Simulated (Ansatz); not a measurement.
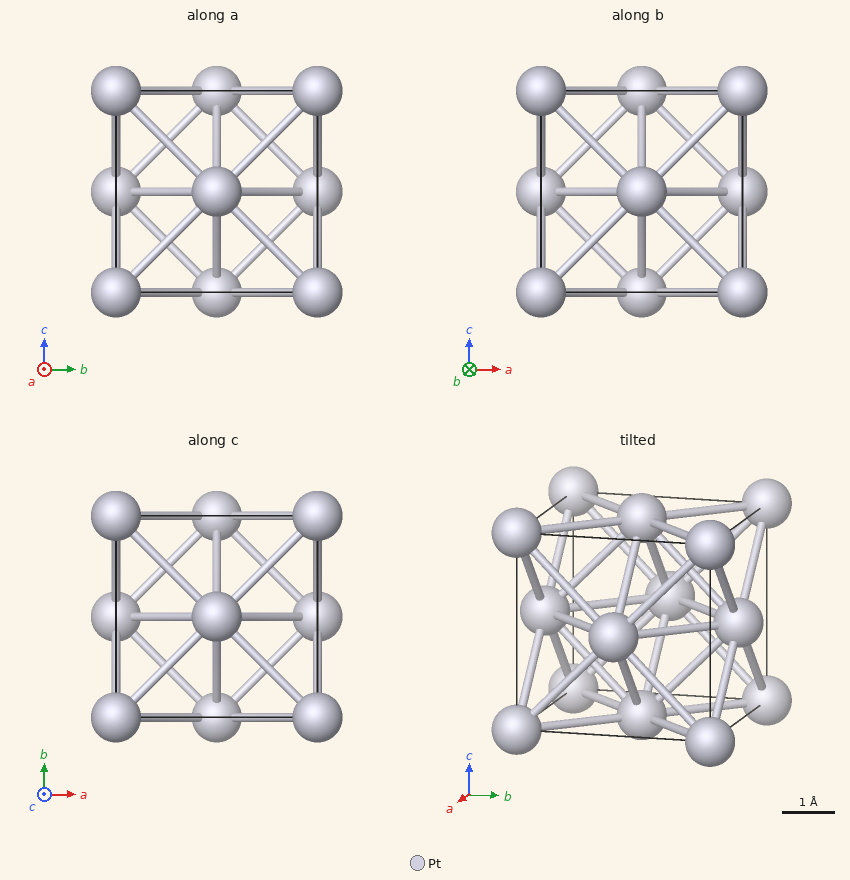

Drawn in the ball-and-stick manner and seen along the a axis, along the b axis, along the c axis and slightly off an axis. Lines trace the edges of the conventional unit cell.

Lattice parameters: a = 3.920 Å, b = 3.920 Å, c = 3.920 Å, α = 90.00°, β = 90.00°, γ = 90.00°. Put a along x and b in the xy plane.

Express the structure as a POSCAR file.

```
Pt
1.0
     3.920    0.000    0.000
     0.000    3.920    0.000
     0.000    0.000    3.920
Pt
4
Direct
  0.0000 0.0000 0.0000
  0.0000 0.5000 0.5000
  0.5000 0.0000 0.5000
  0.5000 0.5000 0.0000
```

Provenance: the standard structure of this element. Earlier steps of the study, as a rule a relaxation of our own, may have changed the cell and positions, so they can lie some per cent off the listed ones. Ansatz was used for an electronic-structure calculation on it.

At this level of theory the run's own cell isn't at rest (compressed, at 10 GPa), so its distances can differ from those at equilibrium, the more so the softer the solid.
